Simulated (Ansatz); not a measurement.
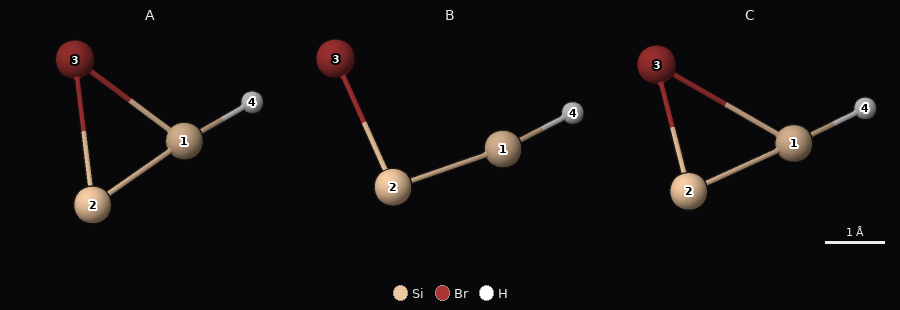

3 geometries from one relaxation of Si$_{2}$HBr, in shuffled order. The picture is a ball-and-stick view, seen at a tilt.

All numbers below come from Ansatz, RKS PBE0-D4/def2-TZVP. (force threshold 0.005 eV/Å; at most 200 steps)

Put them in the order of the run, from the start to the converged end.

Answer. B, C, A. They are steps 0, 2, 8, at +18.1 kcal/mol, +7.46 kcal/mol relative to the last. Br3 moves most after the best rigid fit: 0.71 Å. By element the largest moves are Br 0.71 Å, H 0.40 Å, Si 0.35 Å. Some distances before and after: Si1–Br3 3.263 → 2.338 Å, Si2–Br3 2.522 → 2.729 Å, Si1–Si2 2.172 → 2.150 Å. New bonds form, among them: Si1–Br3 (3.26 → 2.34 Å). Among the angles between lasting bonds that change: Si1–Si2–Br3 87.7° → 55.8°, Si2–Si1–H4 172.3° → 175.2°. Over 8 geometry steps the energy falls by 18.1 kcal/mol. The largest force component goes from 1.1 to 0.0018 eV/Å. The run took 26 s on 2 threads of Arm Neoverse V1, on a shared host.
